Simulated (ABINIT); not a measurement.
## Converging GW for Be3N2 (P6_3/mmc) in ABINIT

Wanted: a converged G0W0 gap of Be3N2 (P6_3/mmc), or an estimate of the limit.

Program: ABINIT 10.8.3. Level of theory: PBEsol and many-body steps on it, plane waves. Results are calculated unless marked as measured.

## Step 1: The starting structure

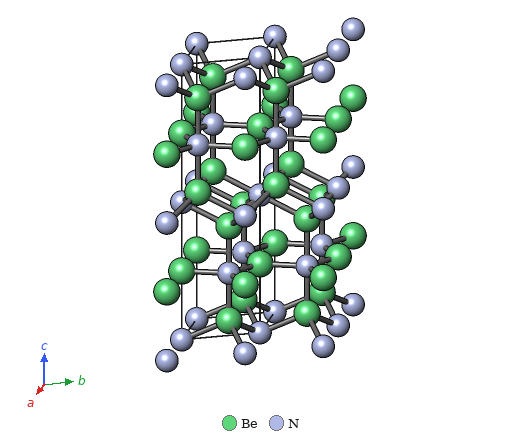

The cell as given, slightly off an axis (beryllium green, nitrogen light blue). 2×2×1 cells are drawn. Bonds to atoms that aren't drawn are left out. Some periodic images of atoms are drawn too.

The cell and positions are those that the Materials Project relaxed with its own functionals (PBE, PBE+U or r2SCAN), kept fixed.

## Step 2: Empty states on the mesh, 6×6×2 mesh, 513 bands

This step: ABINIT 10.8.3; DFT, PBEsol, plane waves, norm-conserving pseudopotentials.

The sums over transitions need many empty states on a uniform mesh; this step solves for them.

The input, run.abi:

```
acell 3*1.0 Angstrom
rprim 
  2.841679226310 0.000000000023 0.000000000000
  -1.420839613175 2.460966399380 0.000000000000
  0.000000000000 0.000000000000 9.746841010000
ntypat 2
znucl 4 7
natom 10
typat 1 1 1 1 1 1 2 2 2 2
xred 
  0.333333333333 0.666666666667 0.078485970000
  0.666666666667 0.333333333333 0.578485970000
  0.666666666667 0.333333333333 0.921514030000
  0.333333333333 0.666666666667 0.421514030000
  0.000000000000 0.000000000000 0.250000000000
  0.000000000000 0.000000000000 0.750000000000
  0.000000000000 0.000000000000 0.000000000000
  0.000000000000 0.000000000000 0.500000000000
  0.333333333333 0.666666666667 0.250000000000
  0.666666666667 0.333333333333 0.750000000000
pp_dirpath "pseudos"
pseudos "Be.upf, N.upf"
ecut 38
ngkpt 6 6 2
nshiftk 1
shiftk 0 0 0
kptopt 1
chksymbreak 0
iscf -2
irdden 1
istwfk *1
nband 513
nbdbuf 46
tolwfr 1e-09
nstep 60
prtvol 0
indata_prefix "in"
outdata_prefix "out"
tmpdata_prefix "tmp"
```

On the command line:

```bash
> OMP_NUM_THREADS=1 mpirun -n 4 abinit run.abi > log
```

Numbers of over 12 decimals in the logs are rounded to 6 here.

Output:

```text
.Version 10.8.3 of ABINIT. v10.8.2 released Aug 2026.

 Symmetries : space group P6_3/m m c (#194); Bravais hP (primitive hexag.)
[... echo of the input left out ...]
== DATASET  1 ==================================================================
-   mpi_nproc: 4, omp_nthreads: 1 (-1 if OMP is not activated)

--- !DatasetInfo
iteration_state: {dtset: 1, }
dimensions: {natom: 10, nkpt: 14, mband: 513, nsppol: 1, nspinor: 1, nspden: 1, mpw: 5176, }
cutoff_energies: {ecut:  38.0, pawecutdg:  -1.0, }
[...]
7.47735    7.49025    7.49251    7.49308    7.49784    7.50007    7.50087    7.50568
   7.50994    7.52840    7.53418    7.54148    7.54871    7.55276    7.56881    7.57113
   7.58162
 prteigrs : prtvol=0 or 1, do not print more k-points.

== END DATASET(S) ==============================================================
================================================================================

 -outvars: echo values of variables after computation  --------
            nband         513
             nkpt          14
          spgroup         194
 [... the other variables as echoed above ...]

 Calculation completed.
```

Wall time 14 min (4 MPI ranks of Arm Neoverse V1, shared host); peak memory 0.89 GiB.

This step gave:

```yaml
gap: 3.248 eV
k_of_the_valence_top: 0, 0, 0
k_of_the_conduction_bottom: 0.5, 0, 0
least_direct_gap: 4.645 eV
k_points_computed: 14
lowest_point_of_the_top_converged_band_above_the_valence_top: 186.1496 eV
```

On this mesh the gap is 3.248 eV.

The density comes from a self-consistent run that is not shown.

## Step 3: Screening, 6×6×2 mesh, 110 bands, screening to 93.3 eV

The RPA dielectric matrix is built and inverted for each q.

This step: RPA screening on PBEsol, plane waves, norm-conserving pseudopotentials.

Edit run.abi of step 2 so:

```diff
@@ -28,10 +28,11 @@
 chksymbreak 0
-iscf -2
-irdden 1
 istwfk *1
-nband 513
-nbdbuf 46
-tolwfr 1e-09
-nstep 60
-prtvol 0
+occopt 1
+irdwfk 1
+optdriver 3
+nband 110
+ecuteps 3.43
+inclvkb 2
+awtr 1
+symchi 1
 indata_prefix "in"
```

Output:

```text
.Version 10.8.3 of ABINIT. v10.8.2 released Aug 2026.

 Symmetries : space group P6_3/m m c (#194); Bravais hP (primitive hexag.)
[... echo of the input left out ...]
== DATASET  1 ==================================================================
-   mpi_nproc: 4, omp_nthreads: 1 (-1 if OMP is not activated)

--- !DatasetInfo
iteration_state: {dtset: 1, }
dimensions: {natom: 10, nkpt: 14, mband: 110, nsppol: 1, nspinor: 1, nspden: 1, mpw: 5176, }
cutoff_energies: {ecut:  38.0, pawecutdg:  -1.0, }
electrons: {nelect:   4.40000000E+01, charge:   0.00000000E+00, occopt:   1.00000000E+00, tsmear:   1.00000000E-02, }

 SCREENING: Calculation of the susceptibility and dielectric matrices

 Based on a program developped by R.W. Godby, V. Olevano, G. Onida, and L. Reining.
 Incorporated in ABINIT by V. Olevano, G.-M. Rignanese, and M. Torrent.
.Using double precision arithmetic ; gwpc =  8

[... cell and pseudopotentials left out ...]
--------------------------------------------------------------------------------

 ==== K-mesh for the wavefunctions ====
 Number of points in the irreducible wedge :    14
[... list of points left out ...]
 Together with 24 symmetry operations and time-reversal symmetry
 yields    72 points in the full Brillouin Zone.

 ==== Q-mesh for the screening function ====
 Number of points in the irreducible wedge :    14
[... list of points left out ...]
 Together with 24 symmetry operations and time-reversal symmetry
 yields    72 points in the full Brillouin Zone.

 setmesh: FFT mesh size selected  =    18x   18x   72
          total number of points  =        23328

 vcoul_init : cutoff-mode = AUXILIARY_FUNCTION
 q-points for optical limit:   1
     1)      0.000010    0.000020    0.000030

- screening: taking advantage of time-reversal symmetry
- Maximum band index for partially occupied states nbvw = 22
- Remaining bands to be divided among processors   nbcw = 88
- Number of bands treated by each node ~22

 Number of electrons calculated from density =   44.0000; Expected =   44.0000
 average of density, n =  0.095656
 r_s =    1.3564
 omega_plasma =   29.8340 [eV]

 calculating chi0 at frequencies [eV] :
  1    0.000000E+00    0.000000E+00
  2    0.000000E+00    2.983399E+01

--------------------------------------------------------------------------------
  q-point number  1        q = ( 0.000000, 0.000000, 0.000000) [r.l.u.]
--------------------------------------------------------------------------------
[... chi0 elements left out ...]
 For q-point:  0.000010 0.000020 0.000030
  dielectric constant =   4.4877
  dielectric constant without local fields =   4.7996

  Average fulfillment of the sum rule on Im[epsilon] for q-point    1 :     68.94  [%]
[... wings left out ...]
  q-point number  2        q = ( 0.166667, 0.000000, 0.000000) [r.l.u.]
--------------------------------------------------------------------------------
[... chi0 elements left out ...]
  Average fulfillment of the sum rule on Im[epsilon] for q-point    2 :     72.12  [%]

 [... 12 further q-points ...]
```

The job ended after 2.1 min (4 MPI ranks; peak memory 1.5 GiB).

Numbers from this step:

* ε∞ with local fields, on this mesh, along the program's q direction: 4.488
* the same without local fields: 4.800
* plasma frequency: 29.83 eV
* plane waves in the screening matrix: 135

Local fields lower ε∞ by 6 %.

## Step 4: 110 bands, 93.3 eV

The self-energy is evaluated for the states that the input lists, and the levels follow from it, in one-shot runs by the linearised quasiparticle equation.

This step: G0W0 on PBEsol, plane waves, norm-conserving pseudopotentials.

Edit run.abi of step 3 so:

```diff
@@ -31,8 +31,21 @@
 irdwfk 1
-optdriver 3
+optdriver 4
 nband 110
+gwcalctyp 0
+ecutsigx 38
+symsigma 1
+nkptgw 4
+kptgw 
+  0.0000000000 0.0000000000 0.0000000000
+  0.5000000000 0.0000000000 0.0000000000
+  0.0000000000 0.0000000000 0.5000000000
+  0.5000000000 0.0000000000 0.5000000000
+bdgw 
+  21 24
+  21 24
+  19 24
+  21 24
 ecuteps 3.43
-inclvkb 2
-awtr 1
-symchi 1
+irdscr 1
+ppmodel 1
 indata_prefix "in"
```

Output:

```text
.Version 10.8.3 of ABINIT. v10.8.2 released Aug 2026.

 Symmetries : space group P6_3/m m c (#194); Bravais hP (primitive hexag.)
[... echo of the input left out ...]
== DATASET  1 ==================================================================
-   mpi_nproc: 4, omp_nthreads: 1 (-1 if OMP is not activated)

--- !DatasetInfo
iteration_state: {dtset: 1, }
dimensions: {natom: 10, nkpt: 14, mband: 110, nsppol: 1, nspinor: 1, nspden: 1, mpw: 5176, }
cutoff_energies: {ecut:  38.0, pawecutdg:  -1.0, }
electrons: {nelect:   4.40000000E+01, charge:   0.00000000E+00, occopt:   1.00000000E+00, tsmear:   1.00000000E-02, }

 SIGMA: Calculation of the GW corrections

 Based on a program developped by R.W. Godby, V. Olevano, G. Onida, and L. Reining.
 Incorporated in ABINIT by V. Olevano, G.-M. Rignanese, and M. Torrent.
.Using double precision arithmetic ; gwpc =  8

[... cell and pseudopotentials left out ...]
--------------------------------------------------------------------------------

 ==== K-mesh for the wavefunctions ====
 Number of points in the irreducible wedge :    14
[... list of points left out ...]
 Together with 24 symmetry operations and time-reversal symmetry
 yields    72 points in the full Brillouin Zone.

 ==== Q-mesh for screening function ====
 Number of points in the irreducible wedge :    14
[... list of points left out ...]
 Together with 24 symmetry operations and time-reversal symmetry
 yields    72 points in the full Brillouin Zone.

 vcoul_init : cutoff-mode = AUXILIARY_FUNCTION
 q-points for optical limit:   1
     1)      0.000010    0.000020    0.000030
 setmesh: FFT mesh size selected  =    25x   25x  108
          total number of points  =        67500

 Number of electrons calculated from density =   44.0000; Expected =   44.0000
 average of density, n =  0.095656
 r_s =    1.3564
 omega_plasma =   29.8340 [eV]

 === KS Band Gaps ===
  >>>> For spin  1
   Minimum direct gap =   4.6453 [eV], located at k-point      :   0.5000  0.0000  0.0000
   Fundamental gap    =   3.2476 [eV], Top of valence bands at :   0.0000  0.0000  0.0000
                                       Bottom of conduction at :   0.5000  0.0000  0.0000
 SIGMA fundamental parameters:
 PLASMON POLE MODEL  1
 number of plane-waves for SigmaX                 5169
 number of plane-waves for SigmaC and W            135
 number of plane-waves for wavefunctions          5169
 number of bands                                   110
 number of independent spin polarizations            1
 number of spinorial components                      1
 number of k-points in IBZ                          14
 number of q-points in IBZ                          14
 number of symmetry operations                      24
 number of k-points in BZ                           72
 number of q-points in BZ                           72
 number of frequencies for dSigma/dE                 9
 frequency step for dSigma/dE [eV]                0.25
 number of omega for Sigma on real axis              0
 max omega for Sigma on real axis  [eV]           0.00
 zcut for avoiding poles [eV]                     0.10

 EPSILON^-1 parameters (SCR file):
 dimension of the eps^-1 matrix on file            135
 dimension of the eps^-1 matrix used               135
 number of plane-waves for wavefunctions          5169
 number of bands                                   110
 number of q-points in IBZ                          14
 number of frequencies                               2
 number of real frequencies                          1
 number of imag frequencies                          1

 matrix elements of self-energy operator (all in [eV])

 Perturbative Calculation

--- !SelfEnergy_ee
iteration_state: {dtset: 1, }
kpoint     : [   0.000,    0.000,    0.000, ]
spin       : 1
KS_gap     :    6.089
QP_gap     :    7.513
Delta_QP_KS:    1.424
data: !SigmaeeData |
     Band     E0 <VxcDFT>   SigX SigC(E0)      Z dSigC/dE  Sig(E)    E-E0       E
       21   5.713 -17.572 -21.452   3.500   0.814  -0.228 -17.882  -0.310   5.404
       22   5.713 -17.572 -21.452   3.500   0.814  -0.228 -17.882  -0.310   5.404
       23  11.803 -13.767  -8.238  -4.186   0.830  -0.205 -12.652   1.114  12.917
       24  12.792 -14.110  -8.044  -4.479   0.826  -0.211 -12.800   1.310  14.102

--- !SelfEnergy_ee
iteration_state: {dtset: 1, }
kpoint     : [   0.500,    0.000,    0.000, ]
spin       : 1
KS_gap     :    4.645
QP_gap     :    6.100
Delta_QP_KS:    1.454
data: !SigmaeeData |
     Band     E0 <VxcDFT>   SigX SigC(E0)      Z dSigC/dE  Sig(E)    E-E0       E
       21   4.268 -16.322 -20.326   3.431   0.809  -0.237 -16.786  -0.464   3.804
       22   4.316 -16.786 -21.088   3.689   0.811  -0.233 -17.283  -0.496   3.820
[...]
--- !SelfEnergy_ee
iteration_state: {dtset: 1, }
kpoint     : [   0.000,    0.000,    0.500, ]
spin       : 1
KS_gap     :    6.933
QP_gap     :    8.544
Delta_QP_KS:    1.611
data: !SigmaeeData |
     Band     E0 <VxcDFT>   SigX SigC(E0)      Z dSigC/dE  Sig(E)    E-E0       E
[...]
--- !SelfEnergy_ee
iteration_state: {dtset: 1, }
kpoint     : [   0.500,    0.000,    0.500, ]
spin       : 1
KS_gap     :    6.152
QP_gap     :    7.788
Delta_QP_KS:    1.636
data: !SigmaeeData |
     Band     E0 <VxcDFT>   SigX SigC(E0)      Z dSigC/dE  Sig(E)    E-E0       E
[...]
22   3.976 -16.499 -20.918   3.733   0.810  -0.234 -17.055  -0.556   3.419
       23  10.127 -12.231  -7.320  -3.628   0.842  -0.188 -11.152   1.080  11.207
       24  10.127 -12.231  -7.320  -3.628   0.842  -0.188 -11.152   1.080  11.207

== END DATASET(S) ==============================================================
================================================================================

 -outvars: echo values of variables after computation  --------
           etotal      0.0000000000E+00
            nband         110
             nkpt          14
          spgroup         194
 [... the other variables as echoed above ...]

 Calculation completed.
```

Elapsed: 16 s, on 4 MPI ranks; peak memory 1.1 GiB; 65 s of CPU time.

This step gave:

| Property | Result |
| --- | --- |
| G0W0 gap on the mesh | 4.515 eV |
| starting gap on the mesh | 3.248 eV |
| k of the valence top | 0, 0, 0 |
| k of the conduction bottom | 0.5, 0, 0 |
| Z at the valence top | 0.814 |
| Z at the conduction bottom | 0.847 |
| least direct G0W0 gap on the computed points | 6.099 eV |

The gap on the mesh goes from 3.25 eV to 4.52 eV, a correction of +1.27 eV.

## Step 5: Screening, 6×6×2 mesh, 156 bands, screening to 123.5 eV

This step: RPA screening on PBEsol, plane waves, norm-conserving pseudopotentials.

Edit run.abi of step 4 so:

```diff
@@ -31,21 +31,8 @@
 irdwfk 1
-optdriver 4
-nband 110
-gwcalctyp 0
-ecutsigx 38
-symsigma 1
-nkptgw 4
-kptgw 
-  0.0000000000 0.0000000000 0.0000000000
-  0.5000000000 0.0000000000 0.0000000000
-  0.0000000000 0.0000000000 0.5000000000
-  0.5000000000 0.0000000000 0.5000000000
-bdgw 
-  21 24
-  21 24
-  19 24
-  21 24
-ecuteps 3.43
-irdscr 1
-ppmodel 1
+optdriver 3
+nband 156
+ecuteps 4.54
+inclvkb 2
+awtr 1
+symchi 1
 indata_prefix "in"
```

Output:

```text
.Version 10.8.3 of ABINIT. v10.8.2 released Aug 2026.

 Symmetries : space group P6_3/m m c (#194); Bravais hP (primitive hexag.)
[... echo of the input left out ...]
== DATASET  1 ==================================================================
-   mpi_nproc: 4, omp_nthreads: 1 (-1 if OMP is not activated)

--- !DatasetInfo
iteration_state: {dtset: 1, }
dimensions: {natom: 10, nkpt: 14, mband: 156, nsppol: 1, nspinor: 1, nspden: 1, mpw: 5176, }
cutoff_energies: {ecut:  38.0, pawecutdg:  -1.0, }
electrons: {nelect:   4.40000000E+01, charge:   0.00000000E+00, occopt:   1.00000000E+00, tsmear:   1.00000000E-02, }

 SCREENING: Calculation of the susceptibility and dielectric matrices

 Based on a program developped by R.W. Godby, V. Olevano, G. Onida, and L. Reining.
 Incorporated in ABINIT by V. Olevano, G.-M. Rignanese, and M. Torrent.
.Using double precision arithmetic ; gwpc =  8

[... cell and pseudopotentials left out ...]
--------------------------------------------------------------------------------

 ==== K-mesh for the wavefunctions ====
 Number of points in the irreducible wedge :    14
[... list of points left out ...]
 Together with 24 symmetry operations and time-reversal symmetry
 yields    72 points in the full Brillouin Zone.

 ==== Q-mesh for the screening function ====
 Number of points in the irreducible wedge :    14
[... list of points left out ...]
 Together with 24 symmetry operations and time-reversal symmetry
 yields    72 points in the full Brillouin Zone.

 setmesh: FFT mesh size selected  =    18x   18x   72
          total number of points  =        23328

 vcoul_init : cutoff-mode = AUXILIARY_FUNCTION
 q-points for optical limit:   1
     1)      0.000010    0.000020    0.000030

- screening: taking advantage of time-reversal symmetry
- Maximum band index for partially occupied states nbvw = 22
- Remaining bands to be divided among processors   nbcw = 134
- Number of bands treated by each node ~33

 Number of electrons calculated from density =   44.0000; Expected =   44.0000
 average of density, n =  0.095656
 r_s =    1.3564
 omega_plasma =   29.8340 [eV]

 calculating chi0 at frequencies [eV] :
  1    0.000000E+00    0.000000E+00
  2    0.000000E+00    2.983399E+01

--------------------------------------------------------------------------------
  q-point number  1        q = ( 0.000000, 0.000000, 0.000000) [r.l.u.]
--------------------------------------------------------------------------------
[... chi0 elements left out ...]
 For q-point:  0.000010 0.000020 0.000030
  dielectric constant =   4.4314
  dielectric constant without local fields =   4.8064

  Average fulfillment of the sum rule on Im[epsilon] for q-point    1 :     77.70  [%]
[... wings left out ...]
  q-point number  2        q = ( 0.166667, 0.000000, 0.000000) [r.l.u.]
--------------------------------------------------------------------------------
[... chi0 elements left out ...]
  Average fulfillment of the sum rule on Im[epsilon] for q-point    2 :     80.23  [%]

 [... 12 further q-points ...]
```

It took 3.6 min on 4 MPI ranks; peak memory 1.8 GiB; 14 min of CPU time.

Numbers from this step:

```
ε∞ with local fields, on this mesh, along the program's q direction : 4.431
the same without local fields                                       : 4.806
plasma frequency                                                    : 29.83 eV
plane waves in the screening matrix                                 : 215
```

(Part 1 of 2 ends here.)

[Paths, hosts, dates, memory and timing lines, banners, echoed tables and standing remarks are left out of the program output.]

[Logs are printed without paths, hosts, clocks, repeated set-up lines and the standing remarks that a program may print on its own settings, such as how far it seeks lower states.]

[Runs of the session that timed out or met a known fault of the program may be left out.]

[Hosts, paths, dates, database ids (printed as entryN), source tags and the programs' standing remarks are cut or masked in the printed files.]

[G0W0 gaps are taken among the corrected bands and points alone; a level outside them can change the order at an edge.]

[Where Ansatz stands beside ABINIT at settings called matched, ABINIT's density can come from a denser mesh and the files from another edition; pairs whose starting gaps differed by over 0.03 eV were left out, so agreement reads better than it is.]
